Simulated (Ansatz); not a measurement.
Input file:

```
crystal:
  periodic: [false, false, false]
  atoms:
    - { symbol: Ga, position_ang: [-0.075913, -0.388065, -0.118258] }
    - { symbol: Cl, position_ang: [-0.043378, -0.85001, 2.059857] }
    - { symbol: O, position_ang: [1.502338, -0.292733, -0.963215] }
    - { symbol: H, position_ang: [2.216428, -0.613864, -0.378505] }
    - { symbol: O, position_ang: [-1.611713, -0.37901, -1.023737] }
    - { symbol: H, position_ang: [-2.368514, -0.409567, -0.40637] }
    - { symbol: O, position_ang: [-0.047461, 2.319144, 1.110558] }
    - { symbol: H, position_ang: [0.90073, 2.507167, 0.966714] }
    - { symbol: H, position_ang: [-0.029418, 1.714038, 1.896756] }
basis:
  gaussian: { orbitals: def2-SVP }
hamiltonian:
  xc: pbe
  dispersion: d4
relax:
  f_tol: 0.03
  max_steps: 50
output:
  orbitals: {}
```

Command:

```sh
ansatz run input.yaml --threads 4 --pin off --max-ram 5120MiB --backend cpu --events-out ev --progress --plain --runs-dir out
```

The fields are those of the run's last geometry, not of the input's.

Theory: RKS PBE-D4/def2-SVP (Ansatz).

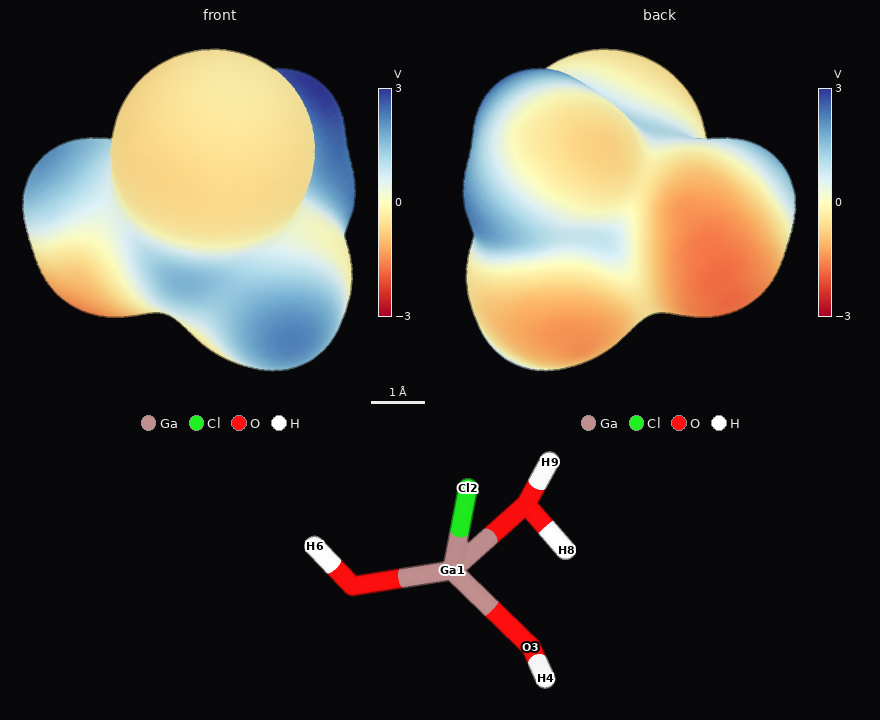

ClGaH4O3. The electrostatic potential painted on the density surface at 0.002 e/bohr³, seen from the front and from behind; red is negative and blue positive. The bare structure is drawn below in the same view.

Describe the electrostatic potential map.

The most negative region (about −1.8 V, or −42 kcal/mol for a unit charge) lies over O5, the most positive (about +2.9 V, or +67 kcal/mol for a unit charge) over H9. O5 is the likeliest acceptor of a hydrogen bond.
